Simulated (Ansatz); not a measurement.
## KTaSe3 (built on the sites of a database entry of KTaO3): following an unstable mode

Which phase does KTaSe3 (built on the sites of a database entry of KTaO3) fall into along its unstable mode, and how much energy does it gain?

Main program and level: Ansatz 0.2.0; DFT LDA, scalar-relativistic, plane waves, PAW.

The structure was built from a prototype and need not be the compound's stable phase.

### 1. The structure

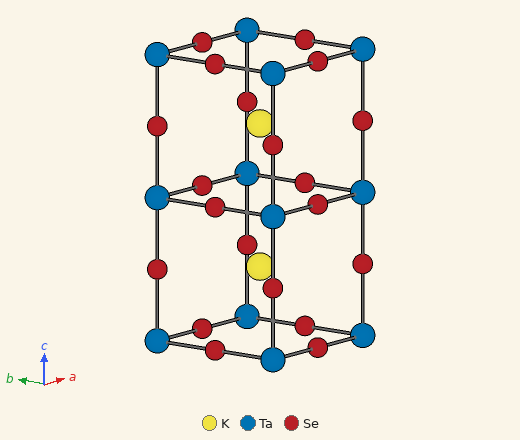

The starting structure, seen from a free direction (potassium yellow, tantalum blue, selenium red). 1×1×2 cells are drawn. Some periodic images of atoms are drawn too.

Structure file:

```cif
data_structure
_symmetry_space_group_name_H-M 'Pm-3m'
_symmetry_Int_Tables_number 221
_cell_length_a 4.9981
_cell_length_b 4.9981
_cell_length_c 4.9981
_cell_angle_alpha 90.000
_cell_angle_beta 90.000
_cell_angle_gamma 90.000
_cell_volume 124.86
loop_
_atom_site_label
_atom_site_type_symbol
_atom_site_symmetry_multiplicity
_atom_site_Wyckoff_symbol
_atom_site_fract_x
_atom_site_fract_y
_atom_site_fract_z
_atom_site_occupancy
K1 K 1 b 0.50000 0.50000 0.50000 1
Ta1 Ta 1 a 0.00000 0.00000 0.00000 1
Se1 Se 3 d 0.50000 0.00000 0.00000 1
```

### 2. Response at finite wavevector

The cell comes from relaxations at this level that are not shown. Stability and thermal properties need the whole zone. Linear response on a 2×2×2 q mesh gives force constants as far as a supercell of that size would.

File input.yaml:

```yaml
crystal:
  lattice:
    - [4.9981413134, 0.0, 0.0]
    - [0.0, 4.9981413134, 0.0]
    - [0.0, 0.0, 4.9981413134]
  atoms:
    - { symbol: K, position: [0.5, 0.5, 0.5] }
    - { symbol: Ta, position: [0.0, 0.0, 0.0] }
    - { symbol: Se, position: [0.5, 0.0, 0.0] }
    - { symbol: Se, position: [0.0, 0.5, 0.0] }
    - { symbol: Se, position: [0.0, 0.0, 0.5] }
kpoints:
  mp_grid: { grid: [6, 6, 6] }
hamiltonian:
  xc: lda
scf:
  occupations: { method: methfessel_paxton, width: 0.15 }
output:
  eigenvalues: true
phonons:
  method: dfpt
  qmesh: [2, 2, 2]
  temperatures: { t_max: 1000, t_step: 50 }
  qpath:
    path:
      - [[0.0, 0.0, 0.0], [0.0, 0.5, 0.0], [0.5, 0.5, 0.0], [0.0, 0.0, 0.0], [0.5, 0.5, 0.5], [0.0, 0.5, 0.0]]
      - [[0.5, 0.5, 0.5], [0.5, 0.5, 0.0]]
    npoints: 10
```

On the command line:

```console
$ ansatz run input.yaml --threads 8 --pin off --max-ram 14336MiB --backend cpu --events-out ev --progress --plain --runs-dir out
```

Numbers of over 12 decimals in the logs are rounded to 6 here.

The log of the run:

```text
Engine: ansatz 0.2.0, x86_64-unknown-linux-gnu
Pseudopotentials: kind: paw
Pseudopotential: K, paw, valence charge 9, recommended cutoff 420 eV (normal), K.paw.azcp
Pseudopotential: Ta, paw, valence charge 13, recommended cutoff 420 eV (normal), Ta.paw.azcp
Pseudopotential: Se, paw, valence charge 16, recommended cutoff 420 eV (normal), Se.paw.azcp
Functional definition: SPW92
  exchange = slater_x
  correlation = pw_c
Crystal: 5 atoms, lattice volume = 124.861 Å³
Basis set: ecut = 420 eV, 2469 PW (Γ), exchange–correlation on 72×72×72 points (8 copies of the dense FFT grid, shifted against one another)
Bands: 42, of which v1, the nominal top of the filled ones, is band 35 counted from 1 (34 counted from 0)
Symmetry: 48 space group operations
k-points: 20 of 216
Non-local potential: K, projectors of the file, l = 0: 3, l = 1: 2, l = 2: 2
Non-local potential: Ta, projectors of the file, l = 0: 3, l = 1: 2, l = 2: 2, l = 3: 1
Non-local potential: Se, projectors of the file, l = 0: 2, l = 1: 2, l = 2: 3, l = 3: 1
PAW form: soft (Blöchl's): semilocal exchange-correlation on the pseudo side does not see the compensation charge
PAW frozen core: K, regenerated for the run's functional, and the local potential with it (the file was generated under x = pbe(κ = 0.804, μ = 0.219515), c = pbe(β = 0.066725))
PAW frozen core: Ta, regenerated for the run's functional, and the local potential with it (the file was generated under x = pbe(κ = 0.804, μ = 0.219515), c = pbe(β = 0.066725))
PAW frozen core: Se, regenerated for the run's functional, and the local potential with it (the file was generated under x = pbe(κ = 0.804, μ = 0.219515), c = pbe(β = 0.066725))
PAW one-centre angular grid: K, 110 points (default); XC on 64 Gauss nodes
PAW one-centre angular grid: Ta, 590 points (default); XC on 64 Gauss nodes
PAW one-centre angular grid: Se, 590 points (default); XC on 64 Gauss nodes
Initial density: superposition of atomic densities (neutral atoms: chi_scale 0, normalization atom), corrected by the library's trained network
Initial wavefunctions: pseudopotential atomic-orbital guess
Functional: x = slater, c = lda
SCF iter   1: F=—  HF=-27332.562336 eV  |F-HF|=—  |Δ(HF+E_count)|=         —  Δρ=5.05e-3  dr2=2.08e-2  ethr=1.77e-3  ⟨swp⟩=6.9  Hψ=3155  notcnv=0
preconditioner: auto → Resta (q_TF=auto, 2.477 Å⁻¹)  ε∞=4.2  [insulator: Δε(μ)=0.262 eV  Ē_g=10.137 eV  σ=0.150 eV  W_gap=0.79  n_scr=26 (ndim 8)  ℏωp=18.2 eV  f_vac=0.050  D(μ)=0.60/eV (n_scr^D=0)  ε∞_Penn≈4.2]
SCF iter   2: F=—  HF=-27332.559732 eV  |F-HF|=—  |Δ(HF+E_count)|=   2.60e-3  S|Δr|=    0.00e0  Δρ=2.76e-3  dr2=4.77e-3  ethr=2.97e-5  ⟨swp⟩=2.7  Hψ=1544  notcnv=0
SCF iter   3: F=—  HF=-27332.559103 eV  |F-HF|=—  |Δ(HF+E_count)|=   6.29e-4  S|Δr|=    0.00e0  Δρ=1.07e-3  dr2=1.31e-3  ethr=6.82e-6  ⟨swp⟩=2.4  Hψ=1452  notcnv=0
SCF iter   4: F=—  HF=-27332.558946 eV  |F-HF|=—  |Δ(HF+E_count)|=   1.57e-4  S|Δr|=    0.00e0  Δρ=1.75e-4  dr2=7.92e-5  ethr=1.88e-6  ⟨swp⟩=2.0  Hψ=883  notcnv=0
SCF iter   5: F=—  HF=-27332.558945 eV  |F-HF|=—  |Δ(HF+E_count)|=   9.06e-7  S|Δr|=    0.00e0  Δρ=4.62e-5  dr2=4.44e-6  ethr=1.13e-7  ⟨swp⟩=2.0  Hψ=1005  notcnv=0
SCF iter   6: F=—  HF=-27332.558942 eV  |F-HF|=—  |Δ(HF+E_count)|=   2.72e-6  S|Δr|=    0.00e0  Δρ=1.63e-5  dr2=4.38e-7  ethr=6.34e-9  ⟨swp⟩=2.0  Hψ=1481  notcnv=0
SCF iter   7: F=—  HF=-27332.558942 eV  |F-HF|=—  |Δ(HF+E_count)|=   1.61e-7  S|Δr|=    0.00e0  Δρ=5.46e-6  dr2=4.45e-8  ethr=6.26e-10  ⟨swp⟩=2.0  Hψ=1480  notcnv=0
SCF iter   8: F=—  HF=-27332.558942 eV  |F-HF|=—  |Δ(HF+E_count)|=   2.42e-8  S|Δr|=    0.00e0  Δρ=1.49e-6  dr2=2.18e-9  ethr=6.35e-11  ⟨swp⟩=2.0  Hψ=1480  notcnv=0
SCF iter   9: F=—  HF=-27332.558942 eV  |F-HF|=—  |Δ(HF+E_count)|=  1.46e-11  S|Δr|=    0.00e0  Δρ=1.79e-7  dr2=4.14e-11  ethr=3.12e-12  ⟨swp⟩=2.0  Hψ=1056  notcnv=0
SCF iter  10: F=-27332.558942 eV  HF=-27332.558942 eV  |F-HF|=3.64e-12  |Δ(HF+E_count)|=  3.64e-12  S|Δr|=    0.00e0  Δρ=3.82e-8  dr2=2.36e-12  ethr=1.00e-12  ⟨swp⟩=8.6  Hψ=4195  notcnv=0
SCF 1 converged in 10 iterations: F = -27332.558942 eV  dr2 = 2.36e-12
  greatest PAW one-centre occupation: 1.000 electrons in one spin orbital (limit 2), on the Ta atom at site 1 (counted from 0), in its partial waves of l = 0
Initial density: read from a saved state, or passed on in memory by an earlier SCF of this step, an earlier step, the calling program or the single point that the run made first
iter 1 solved again at ethr=2.02e-7 eV; its pass at ethr=3.10e-3 eV (dr2=1.41e-4 eV) is discarded
SCF iter   1: F=—  HF=-27332.558945 eV  |F-HF|=—  |Δ(HF+E_count)|=         —  Δρ=5.49e-7  dr2=1.67e-10  ethr=2.02e-7  ⟨swp⟩=3.0  Hψ=5116  notcnv=0
eigensolver tolerance schedule: the retry pair's looser diagonalisation over-reported the residual by 844023.13 of it (diagonalisation noise at an unbounded share of the residual, at the tolerance the schedule requests for it); recorded, not acted on — ethr = c·dr2/N_el stays at c = 1.0e-1
preconditioner: auto → Resta (q_TF=auto, 2.477 Å⁻¹)  ε∞=4.2  [insulator: Δε(μ)=0.261 eV  Ē_g=10.168 eV  σ=0.150 eV  W_gap=0.79  n_scr=26 (ndim 8)  ℏωp=18.2 eV  f_vac=0.043  D(μ)=0.38/eV (n_scr^D=0)  ε∞_Penn≈4.2]
SCF iter   2: F=—  HF=-27332.558942 eV  |F-HF|=—  |Δ(HF+E_count)|=   2.61e-6  S|Δr|=    0.00e0  Δρ=2.72e-7  dr2=8.04e-11  ethr=1.00e-12  ⟨swp⟩=3.8  Hψ=2308  notcnv=0
SCF iter   3: F=—  HF=-27332.558942 eV  |F-HF|=—  |Δ(HF+E_count)|=  4.37e-11  S|Δr|=    0.00e0  Δρ=1.76e-7  dr2=1.87e-11  ethr=1.00e-12  ⟨swp⟩=1.0  Hψ=840  notcnv=0
SCF iter   4: F=-27332.558942 eV  HF=-27332.558942 eV  |F-HF|=7.28e-12  |Δ(HF+E_count)|=  7.28e-12  S|Δr|=    0.00e0  Δρ=1.19e-7  dr2=7.90e-12  ethr=1.00e-12  ⟨swp⟩=4.2  Hψ=2185  notcnv=0
SCF 2 converged in 4 iterations: F = -27332.558942 eV  dr2 = 7.90e-12
phonons: the bands overlap, so this run is a metal and interpolates without the dipole-dipole term. If the crystal is really an insulator or semiconductor, its LO-TO splitting is missing
NSCF: frozen V_eff on 20 k-points
NSCF: frozen V_eff on 64 k-points
DFPT response loops at q = (0, 0, 0) (fractional): preconditioner auto → Kerker (q_TF=auto, 2.477 Å⁻¹) (partly filled bands, converged f_vac=0.043); β = 1.00, the filter's whole step (`scf.mixing.beta` (0.50) is not read by the response loops under this deck's `scf.mixing.preconditioner`; to damp them name `kerker` or `kerker_dos`, under which they read `scf.mixing.beta`, and type it under 1.00, their step now; both keys bind the ground state too); Broyden in place of MSR1
NSCF: frozen V_eff on 128 k-points
DFPT response loops at q = (0, 0, -0.5) (fractional): mixed as the last ones told, above
NSCF: frozen V_eff on 128 k-points
DFPT response loops at q = (0, -0.5, -0.5) (fractional): mixed as the last ones told, above
NSCF: frozen V_eff on 128 k-points
DFPT response loops at q = (-0.5, -0.5, -0.5) (fractional): mixed as the last ones told, above
SCF converged after 10 iterations
Stability not checked: this state was not tested for a lower state beside it, because cold or Methfessel-Paxton smearing, or corrected tetrahedra, fill the levels in a way that the test cannot read (fill_not_monotonic; see scf.lower_state_search)
Free energy (F): -27332.558942 eV
Harris-Foulkes:  -27332.558942 eV  (|F-HF|=3.64e-12)
Internal energy: -27332.566350 eV  (E = F + TS)
E sigma→0 (E₀):  -27332.560794 eV
Entropy (-TS):   0.007408 eV (1.482 meV/atom)
Fermi energy:    8.671122 eV
Step filling:    the computed levels leave a gap of 0.2614 eV = 1.7 smearing widths at the electron count; against every level under it full and every level over it empty, smearing changes F+E_penalty+E_count by +2.296 meV and its σ→0 estimate by +0.445 meV
--- Per-component energies (eV) ---
  E_band       = -1450.006868
  E_kinetic    = 981.051639
  E_local      = -9345.679454  (includes V_loc(G=0)·N_el)
  E_nonlocal   = -1734.220485
  E_hartree    = 4409.706466
  E_xc         = -662.426773
  E_vxc        = -665.441628  (∫ρ·V_xc dr)
  E_paw        = -14370.799676  (= ΣΔE_a)
  E_vpaw       = 494.871909  (= ΣTr[D̂ρ^β])
  E_aug_tail   = -0.001753  (compensation charges beyond the density's cutoff)
  E_ewald      = -6617.364804
  E_core_change = 7.168490  (= ΣΔE_core)
  E_smearing   = 0.007408  (= −TS)
  E_closure    = -0.000000  (closes the sum)
  Σ components = -27332.558942   (vs F -27332.558942, Δ=0.00e0)
--- Band table (eV; the first three rows and the last of 20) ---
  k-point 0: bands = [... 31 lower, 7.2655, 7.6500, 7.6500, 7.6500, 8.0642, 8.0642, 8.0642, 10.0378, ... 3 higher]
  k-point 1: bands = [... 31 lower, 7.0792, 7.0850, 7.6658, 7.7619, 7.7619, 8.8866, 8.8866, 10.0599, ... 3 higher]
  k-point 2: bands = [... 31 lower, 6.1152, 6.7750, 7.6982, 7.7387, 7.7387, 10.0052, 10.0052, 10.0891, ... 3 higher]
  k-point 19: bands = [... 31 lower, 3.9303, 8.7858, 8.7858, 8.7858, 10.7367, 10.7367, 10.7367, 11.8400, ... 3 higher]
--- Phonons (Γ-DFPT): 4 representative perturbations + reference (Σ response iterations 12) ---
  ASR residual: 2.393e-5 → 0.000e0 eV/Å²; symmetrization residual: 1.052e-5 eV/Å²
  ASR residual per site (eV/Å²): 1.79e-5 2.39e-5 8.77e-6 8.77e-6 8.77e-6
  Γ frequencies (cm⁻¹): 0.00 0.00 0.00 51.97 51.97 51.97 70.83 70.83 70.83 81.21 81.21 81.21 232.20 232.20 232.20
--- Phonons (arbitrary-q DFPT): 4 irreducible q on the 2×2×2 mesh ---
  q = [0.0000, 0.0000, 0.0000] (star 1, of the zone-centre solve; hermiticity 1.66e-6, symmetrization 4.13e-12): -0.00 0.00 0.00 51.97 51.97 51.97 70.83 70.83 70.83 81.21 81.21 81.21 232.20 232.20 232.20
  q = [0.0000, 0.0000, -0.5000] (star 3, 9 solved perturbations in 504 linear systems a pass and spin channel, the states on 64 of 216 k-point pairs; hermiticity 7.67e-7, symmetrization 2.50e-12): 14.40 14.40 66.57 66.57 66.65 66.65 82.05 83.65 93.69 95.18 95.18 152.79 230.49 230.49 270.04
  q = [0.0000, -0.5000, -0.5000] (star 3, 9 solved perturbations in 504 linear systems a pass and spin channel, the states on 64 of 216 k-point pairs; hermiticity 1.04e-6, symmetrization 9.59e-13): -49.10 -20.12 66.14 66.14 71.05 91.97 91.97 94.30 94.30 129.33 154.71 154.71 158.28 229.09 287.64
  q = [-0.5000, -0.5000, -0.5000] (star 1, 4 solved perturbations in 184 linear systems a pass and spin channel, the states on 64 of 216 k-point pairs; hermiticity 7.33e-8, symmetrization 4.87e-12): -50.87 -50.87 -50.87 70.89 70.89 70.89 95.94 95.94 130.27 130.27 130.27 155.96 155.96 155.96 303.54
  sum rule: each row above includes the acoustic sum rule's correction from the zone centre's row sums; it moved no ω² by more than (0.35 cm⁻¹)²
  mesh force constants: q→R imaginary residual 2.11e-18; ASR residual 2.393e-5 → 0.000e0 eV/Å²; symmetrization residual 5.329e-15 eV/Å²
  interpolated dispersion: 62 rows × 15 modes
  density of states and harmonic sums: on the 14×14×14 q-mesh, interpolated from the force constants of a 2×2×2 supercell (no non-analytic term)
  largest difference from the sums on the solved wave vectors: F 2.57e-1 eV, S 3.49e-4 and C_V 9.18e-5 eV/K
  zero-point energy: 0.101929 eV/cell   skipped modes (ω ≤ 0): 73, of them read as no rigid motion or as one in doubt: 70 (4.362e-1 modes/cell left out, lowest -50.87 cm⁻¹)   left out of the sums: 2.92e-2 of the cell's modes: C_V's classical limit lies that fraction below 3 k_B per atom; for a crystal, a wire or a layer, F and S can be off by more, and a phonons.interpolated_qmesh denser along its periods is the remedy for the sampling
```

Elapsed: 39 s, on 8 threads of AMD EPYC 9R45 (Zen 5), shared host; peak memory 1.4 GiB; 4.5 min of CPU time.

The column dr2 measures how far the density is from self-consistency, as an energy; F and HF (Harris–Foulkes) agree once it is small.

Numbers from this step:

* volume per atom: 24.97 Å³
* gap on the k-mesh: 0 eV
* sum-rule residual before enforcement: 2.39e-5 eV/Å²
* lowest frequency on the path: -50.87 cm⁻¹
* point group: m-3m
* highest frequency on the path or at a solved wavevector: 303.5 cm⁻¹
* highest optical mode at the zone centre (no LO-TO term): 232.2 cm⁻¹
* lowest optical zone-centre mode: 51.97 cm⁻¹
* lowest mode on the q mesh (acoustic modes at Γ apart): -50.87 cm⁻¹

Frequencies (cm⁻¹) solved at each irreducible wavevector; negative means imaginary. Frequencies by wavevector, by row:

```
q in reciprocal lattice units  star  mode 1  mode 2  mode 3  mode 4  mode 13  mode 14  mode 15
                        0 0 0     1       0       0       0      52    232.2    232.2    232.2
                     0 0 -0.5     3    14.4    14.4    66.6    66.6    230.5    230.5      270
                  0 -0.5 -0.5     3   -49.1   -20.1    66.1    66.1    158.3    229.1    287.6
               -0.5 -0.5 -0.5     1   -50.9   -50.9   -50.9    70.9      156      156    303.5
```

Interpolated from a 2×2×2 q mesh. The phonon branches at the labelled points (cm⁻¹):

```
    point  branch 1  branch 2  branch 3  branch 4  branch 12  branch 13  branch 14  branch 15
        Γ         0         0         0        52         81        232        232        232
        X        14        14        67        67        153        230        230        270
        M       -49       -20        66        66        155        158        229        288
        Γ         0         0         0        52         81        232        232        232
        R       -51       -51       -51        71        156        156        156        304
        X        14        14        67        67        153        230        230        270
jump to R       -51       -51       -51        71        156        156        156        304
        M       -49       -20        66        66        155        158        229        288
```

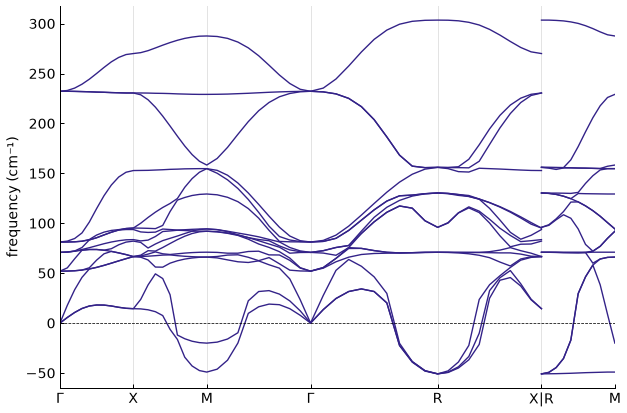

Phonon branches along the path.

Symmetry leaves 4 wavevectors to solve. The lowest mode among them, the acoustic zeros apart, lies at q = (-0.5, -0.5, -0.5) and is imaginary, 50.9i cm⁻¹, so the energy falls along it.

### 3. The mode frozen in, largest atomic shift 0 Å

The mode followed lies at q = (0, -0.5, -0.5) with frequency 49.1i cm⁻¹, one of the unstable modes though not the softest. At small amplitude the distorted cell has space group no. 127 by a symmetry search on the positions. The undistorted cell that holds it gives the zero of energy on the same k mesh.

System of this step: KTaSe3 (built on the sites of a database entry of KTaO3). It takes space group Pm-3m (No. 221, cubic). Conventional cell: a = 4.998 Å, b = 4.998 Å, c = 4.998 Å, α = 90.00°, β = 90.00°, γ = 90.00°. Nearest to K lie 12 Se at 3.53 Å. Ta has 6 Se at 2.50 Å nearest. Se has 2 Ta at 2.50 Å and 4 K at 3.53 Å nearest. Nearest to Se lie 2 Ta at 2.50 Å and 4 K at 3.53 Å. Farther neighbours and most contacts between anions are not listed.

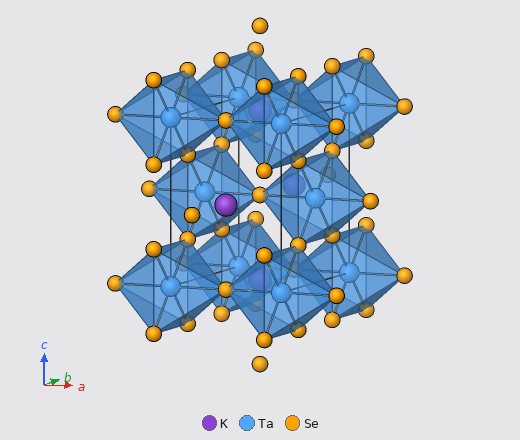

The cell of this step (potassium purple, tantalum blue, selenium orange). Some periodic images of atoms are drawn too.

File input.yaml:

```yaml
crystal:
  lattice:
    - [-4.9981413134, 0.0, 0.0]
    - [0.0, -4.9981413134, -4.9981413134]
    - [0.0, -4.9981413134, 4.9981413134]
  atoms:
    - { symbol: K, position: [0.5, 0.0, 0.5] }
    - { symbol: K, position: [0.5, 0.5, 0.0] }
    - { symbol: Ta, position: [1.0, 0.5, 0.5] }
    - { symbol: Ta, position: [1.0, 1.0, 1.0] }
    - { symbol: Se, position: [0.5, 0.0, 0.0] }
    - { symbol: Se, position: [0.5, 0.5, 0.5] }
    - { symbol: Se, position: [1.0, 0.25, 0.25] }
    - { symbol: Se, position: [1.0, 0.75, 0.75] }
    - { symbol: Se, position: [1.0, 0.75, 0.25] }
    - { symbol: Se, position: [1.0, 0.25, 0.75] }
kpoints:
  mp_grid: { grid: [6, 4, 4] }
hamiltonian:
  xc: lda
scf:
  occupations: { method: methfessel_paxton, width: 0.15 }
output:
  forces: true
  stress: true
  eigenvalues: true
```

The log of the run:

```text
[...]
Crystal: 10 atoms, lattice volume = 249.721 Å³
Basis set: ecut = 420 eV, 4933 PW (Γ)
Bands: 84, of which v1, the nominal top of the filled ones, is band 70 counted from 1 (69 counted from 0)
Symmetry: 32 space group operations
[...]
k-points: 24 of 96
[...]
k-point 0: bands = [... 66 lower, 7.6659, 7.6673, 7.6673, 8.0619, 8.0652, 8.0652, 8.7215, 10.0561, ... 10 higher]
  k-point 1: bands = [... 66 lower, 7.2543, 7.2640, 7.5516, 8.3562, 8.5135, 8.6595, 8.6863, 10.1809, ... 10 higher]
  k-point 2: bands = [... 66 lower, 6.8030, 6.8030, 7.7354, 7.7354, 9.4639, 9.4639, 9.4902, 9.4902, ... 10 higher]
  k-point 23: bands = [... 66 lower, 6.4252, 6.4252, 8.7117, 8.7117, 10.4891, 10.4891, 10.4929, 10.4929, ... 10 higher]
[key lines of the parts left out:]
SCF converged after 6 iterations
Free energy (F): -54665.073065 eV
Fermi energy:    8.547383 eV
P = ⅓ Tr σ = 0.0227 GPa (0.227 kbar)
```

The job ended after 1.3 s (8 threads; peak memory 1.3 GiB; 8.6 s of CPU time).

Numbers from this step:

```yaml
pressure: 0.02270 GPa
energy_from_the_undistorted_cell: 0 meV/atom
```

The run ends at a pressure of 0.02 GPa.

### 4. The mode frozen in, largest atomic shift 0.45 Å

The atoms are moved along the unstable eigenvector, the largest shift by 0.45 Å, with the cell fixed.

input.yaml, the sections that differ from step 3:

```yaml
crystal:
  lattice:
    - [-4.9981413134, 0.0, 0.0]
    - [0.0, -4.9981413134, -4.9981413134]
    - [0.0, -4.9981413134, 4.9981413134]
  atoms:
    - { symbol: K, position: [0.5, 0.0, 0.5] }
    - { symbol: K, position: [0.5, 0.5, 0.0] }
    - { symbol: Ta, position: [1.0, 0.5, 0.5] }
    - { symbol: Ta, position: [1.0, 1.0, 1.0] }
    - { symbol: Se, position: [0.5, 0.0, 0.0] }
    - { symbol: Se, position: [0.5, 0.5, 0.5] }
    - { symbol: Se, position: [1.0, 0.2049832656, 0.2950167344] }
    - { symbol: Se, position: [1.0, 0.7950167344, 0.7049832656] }
    - { symbol: Se, position: [1.0, 0.7049832656, 0.2049832656] }
    - { symbol: Se, position: [1.0, 0.2950167344, 0.7950167344] }
# kpoints, hamiltonian, scf, output: as in step 3
```

The log of the run:

```text
[...]
Crystal: 10 atoms, lattice volume = 249.721 Å³
Basis set: ecut = 420 eV, 4933 PW (Γ)
Bands: 84, of which v1, the nominal top of the filled ones, is band 70 counted from 1 (69 counted from 0)
Symmetry: 16 space group operations
[...]
k-points: 24 of 96
[...]
k-point 0: bands = [... 66 lower, 7.5831, 7.6565, 7.6565, 7.8299, 7.9484, 8.0815, 8.0815, 9.4631, ... 7 higher]
  k-point 1: bands = [... 66 lower, 7.1202, 7.2054, 7.6329, 7.8836, 8.4224, 8.5525, 8.7836, 9.9423, ... 7 higher]
  k-point 2: bands = [... 66 lower, 6.7339, 6.7339, 7.7111, 7.7111, 9.2641, 9.2641, 9.3501, 9.3501, ... 7 higher]
  k-point 23: bands = [... 66 lower, 6.4967, 6.4967, 8.4950, 8.4950, 9.6083, 9.6083, 10.4466, 10.4466, ... 7 higher]
[key lines of the parts left out:]
SCF converged after 8 iterations
Free energy (F): -54665.242706 eV
Fermi energy:    8.348787 eV
P = ⅓ Tr σ = -1.3734 GPa (-13.734 kbar)
```

It took 1.6 s on 8 threads; peak memory 1.3 GiB; 10 s of CPU time.

Numbers from this step:

```
pressure                         : -1.373 GPa
energy from the undistorted cell : -16.94 meV/atom
```

The energy, extrapolated to zero smearing, is -16.94 meV/atom against the undistorted cell.

The run ends at a pressure of -1.37 GPa, with forces up to 0.034 eV/Å.

[end of part 1 of 2]

[Logs are printed without paths, hosts, clocks, repeated set-up lines and the standing remarks that a program may print on its own settings, such as how far it seeks lower states.]

[Hosts, paths, dates, database ids (printed as entryN), source tags and the programs' standing remarks are cut or masked in the printed files.]
